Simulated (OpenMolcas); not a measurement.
**triplet BNH3Cl at 6 levels**

Wanted: a comparison of 6 runs (UHF/aug-cc-pVDZ, U-revPBE/aug-cc-pVDZ, UBHLYP/aug-cc-pVDZ, UM06-2X/aug-cc-pVDZ, UPBE0/aug-cc-pVDZ, ROMP2/aug-cc-pVDZ) of triplet BNH3Cl. 

The results are computed with OpenMolcas 26.06.

1 further run of the same task is left out (it didn't finish).

## Step 1: Starting point

The species is BNH3Cl (6 atoms), meant as a triplet with charge 0. SMILES of the parent species: `NBCl`. The shape is that of a PBE0-D4/def2-TZVP optimisation. That shape belongs to the parent species and isn't relaxed for this state.

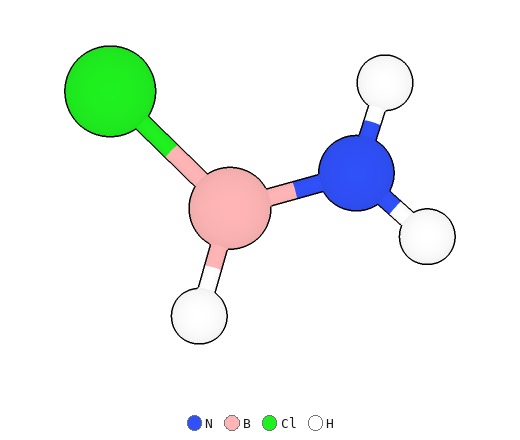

The structure, seen from a chosen angle (nitrogen blue, boron pink, chlorine green, hydrogen white).

## Step 2: The energy at UHF/aug-cc-pVDZ (run 1)

Input file run.input:

```
* BClH3N Hartree-Fock

&GATEWAY
 BASLIB
 $CurrDir
 COORD
 6
 angstrom
 N       -0.395600      -0.007800      -0.658000
 B        0.369600      -0.158900       0.483700
 Cl       0.529900       1.189300       1.616000
 H       -0.511800      -0.749300      -1.326600
 H       -0.878600       0.844500      -0.888200
 H        0.928800      -1.181900       0.727100
 BASIS
 aug-cc-pVDZ
 GROUP
 NoSym

&SEWARD

&SCF
 UHF
 SPIN
 3
 THRESHOLDS
 1e-10 1e-07 1e-07 1e-05
 PRORBITALS
 0
```

The basis set aug-cc-pVDZ is read from a file made from the Basis Set Exchange's data (not shown).

Run with:

```sh
$ export MOLCAS_MEM=1860
$ pymolcas run.input > run.log
```

Output:

```text
--- Start Module: gateway ---
[...]
--- Stop Module: gateway /rc=_RC_ALL_IS_WELL_ ---
--- Start Module: seward ---
[...]
      Basis functions          100
--- Stop Module: seward /rc=_RC_ALL_IS_WELL_ ---
[...]
--- Start Module: scf ---
[...]
       Convergence after  22 Iterations
[...]
::    Total SCF energy                               -540.2745912024
[...]
      Total spin, S                                     1.0076210410
[...]
      Total electronic charge=   32.000000
      Total            charge=   -0.000000
[...]
      Dipole Moment (debye):
      Origin of the operator (angstrom)=    0.2634    0.6132    0.8114
                   X= -3.4270E+00               Y= -5.4329E-01               Z= -5.9035E+00           Total=  6.8477E+00
      Quadrupole Moment (debye*angstrom):
[...]
--- Stop Module: scf /rc=_RC_ALL_IS_WELL_ ---
[...]
```

Wall time 14 s (1 thread of Arm Neoverse V1, shared host); peak memory 0.56 GiB.

## Step 3: A single-point energy at U-revPBE/aug-cc-pVDZ (run 2)

Input file run.inp:

```
* BClH3N Kohn-Sham DFT
&gateway
baslib=$CurrDir
coord
6
angstrom
N       -0.395600      -0.007800      -0.658000
B        0.369600      -0.158900       0.483700
Cl       0.529900       1.189300       1.616000
H       -0.511800      -0.749300      -1.326600
H       -0.878600       0.844500      -0.888200
H        0.928800      -1.181900       0.727100
basis=aug-cc-pVDZ
group=NoSym
&seward
gridinput
Grid=UltraFine
End of Grid
&scf
uhf
spin=3
ksdft=revPBE
thresholds=1e-10 1e-07 1e-07 1e-05
prorbitals=1 1
```

The basis set aug-cc-pVDZ is read from a file made from the Basis Set Exchange's data (not shown).

Run with:

```sh
$ export MOLCAS_MEM=1860
$ pymolcas run.inp > run.log
```

Output:

```text
--- Start Module: gateway ---
[...]
--- Stop Module: gateway /rc=_RC_ALL_IS_WELL_ ---
--- Start Module: seward ---
[...]
      Basis functions          100
--- Stop Module: seward /rc=_RC_ALL_IS_WELL_ ---
[...]
--- Start Module: scf ---
[...]
       Convergence after  41 Iterations
[...]
::    Total KS-DFT energy                            -541.3813418755
[...]
      Total spin, S                                     1.0018706847
[...]
      Total electronic charge=   32.000000
      Total            charge=   -0.000000
[...]
      Dipole Moment (debye):
      Origin of the operator (angstrom)=    0.2634    0.6132    0.8114
                   X=  7.2844E-01               Y= -4.4879E-01               Z=  8.8818E-01           Total=  1.2333E+00
      Quadrupole Moment (debye*angstrom):
[...]
--- Stop Module: scf /rc=_RC_ALL_IS_WELL_ ---
[...]
```

Wall time 2.2 min (1 thread of Arm Neoverse V1, shared host); peak memory 0.56 GiB.

## Step 4: The energy at UBHLYP/aug-cc-pVDZ (run 3)

Input file geom.xyz:

```xyz
6

N     -0.395600    -0.007800    -0.658000
B      0.369600    -0.158900     0.483700
Cl     0.529900     1.189300     1.616000
H     -0.511800    -0.749300    -1.326600
H     -0.878600     0.844500    -0.888200
H      0.928800    -1.181900     0.727100
```

Input file test.input:

```
&GATEWAY
  BasLib = $CurrDir
  Coord = geom.xyz
  Basis = aug-cc-pVDZ
  Group = NoSym

&SEWARD
  GridInput
  Grid=UltraFine
  End of Grid

&SCF
  UHF
  Spin = 3
  KSDFT = HYB_GGA_XC_BHANDHLYP
  Thresholds = 1e-10 1e-07 1e-07 1e-05
  PrOrbitals = 1 2
```

The basis set aug-cc-pVDZ is read from a file made from the Basis Set Exchange's data (not shown).

Run with:

```sh
$ export MOLCAS_MEM=1860
$ pymolcas test.input > test.log
```

Output:

```text
--- Start Module: gateway ---
[...]
--- Stop Module: gateway /rc=_RC_ALL_IS_WELL_ ---
--- Start Module: seward ---
[...]
      Basis functions          100
--- Stop Module: seward /rc=_RC_ALL_IS_WELL_ ---
[...]
--- Start Module: scf ---
[...]
       Convergence after  22 Iterations
[...]
::    Total KS-DFT energy                            -541.4341442156
[...]
      Total spin, S                                     1.0037990141
[...]
      Total electronic charge=   32.000000
      Total            charge=   -0.000000
[...]
      Dipole Moment (debye):
      Origin of the operator (angstrom)=    0.2634    0.6132    0.8114
                   X= -3.0417E+00               Y=  5.0683E-03               Z= -4.9243E+00           Total=  5.7880E+00
      Quadrupole Moment (debye*angstrom):
[...]
--- Stop Module: scf /rc=_RC_ALL_IS_WELL_ ---
[...]
```

It took 73 s on 1 thread of Arm Neoverse V1, shared host; peak memory 0.56 GiB.

Runs 4 to 5 aren't shown in full; the table further down has their settings and results.

## Step 5: A single-point energy at ROMP2/aug-cc-pVDZ (run 6)

Input file test.inp:

```
&GATEWAY
 BasLib=$CurrDir
 Coord
 6
 angstrom
 N       -0.395600      -0.007800      -0.658000
 B        0.369600      -0.158900       0.483700
 Cl       0.529900       1.189300       1.616000
 H       -0.511800      -0.749300      -1.326600
 H       -0.878600       0.844500      -0.888200
 H        0.928800      -1.181900       0.727100
 Basis=aug-cc-pVDZ
 Group=NoSym

&SEWARD

&SCF
 UHF
 Spin=3
 Thresholds=1e-10 1e-07 1e-07 1e-05
 PrOrbitals=1 1

&RASSCF
 FileOrb=$Project.UnaOrb
 Spin=3
 Nactel=2 0 0
 Inactive=15
 Ras2=2
 OutOrbitals=Canonical
 OrbListing=NoCore

&CASPT2
 IPEA=0.0
 Frozen=7
```

The basis set aug-cc-pVDZ is read from a file made from the Basis Set Exchange's data (not shown).

Run with:

```sh
$ export MOLCAS_MEM=1860
$ pymolcas test.inp > test.log
```

Output:

```text
--- Start Module: gateway ---
[...]
--- Stop Module: gateway /rc=_RC_ALL_IS_WELL_ ---
[...]
      Basis functions          100
[...]
       Convergence after  22 Iterations
[...]
::    Total SCF energy                               -540.2745912024
[...]
      Total spin, S                                     1.0076210410
[...]
--- Start Module: rasscf ---
[...]
      Number of active orbitals                  2
[...]
      Spin quantum number                      1.0
[...]
      Active orbitals                            2
[...]
      Number of CSFs                             1
[...]
      Number of root(s) required                 1
[...]
      Convergence after 14 iterations
[...]
      printout of CI-coefficients larger than  0.05 for root  1
      energy=    -540.266121
      conf/sym  11     Coeff  Weight
             1  uu   1.00000 1.00000
      Natural orbitals and occupation numbers for root  1
      sym 1:   1.000000   1.000000
      ************************************************************************************************************************
      *                                                    Final results                                                     *
[...]
::    RASSCF root number  1 Total energy:   -540.26612130
[...]
      Total electronic charge=   32.000000
      Total            charge=   -0.000000
[...]
      Dipole Moment (debye):
      Origin of the operator (angstrom)=    0.2634    0.6132    0.8114
                   X= -3.4450E+00               Y= -5.1952E-01               Z= -5.9174E+00           Total=  6.8668E+00
      Quadrupole Moment (debye*angstrom):
[...]
--- Stop Module: rasscf /rc=_RC_ALL_IS_WELL_ ---
[...]
--- Start Module: caspt2 ---
[...]
 ###    WARNING: User changed nr of frozen orbitals.                         ###
 ###############################################################################
[...]
      E2 (Variational):          -0.3971734949
      Total energy:            -540.6632947927
[...]
      Reference weight:           0.86568
[...]
::    CASPT2 Root  1     Total energy:   -540.66329479
[...]
--- Stop Module: caspt2 /rc=_RC_ALL_IS_WELL_ ---
[...]
```

Run time: 24 s. Hardware: 1 thread of Arm Neoverse V1, shared host; peak memory 0.56 GiB.

## Step 6: All runs side by side

```csv
run,level,integration grid,frozen core orbitals,energy (Eh),dipole moment (D),HOMO energy (eV),⟨S²⟩,wall time
1,UHF/aug-cc-pVDZ,–,–,-540.274591,6.85,-5.04,2.023,14 s
2,U-revPBE/aug-cc-pVDZ,UltraFine,–,-541.381342,1.23,-1.41,2.006,2.2 min
3,UBHLYP/aug-cc-pVDZ,UltraFine,–,-541.434144,5.79,-3.29,2.011,73 s
4,UM06-2X/aug-cc-pVDZ,UltraFine,–,-541.415461,5.48,-3.18,2.010,2.4 min
5,UPBE0/aug-cc-pVDZ,UltraFine,–,-541.232555,4.89,-2.43,2.009,97 s
6,ROMP2/aug-cc-pVDZ,–,7,-540.663295,–,–,–,24 s
```

## Step 7: Summary of results

| quantity | value |
| --- | --- |
| run 6: total energy | -540.66329 Eh |

**Reading.** Over runs 1, 2, 3, 4, 5 the dipole moment (its size) runs from 1.23 D (U-revPBE/aug-cc-pVDZ) to 6.85 D (UHF/aug-cc-pVDZ). The two dipoles point in opposite directions. So wide a spread suggests that the runs ended on unlike SCF solutions, not only an effect of the method. Totals of different functionals can't be ranked against each other. All runs together took 8.1 min, the longest 2.4 min.
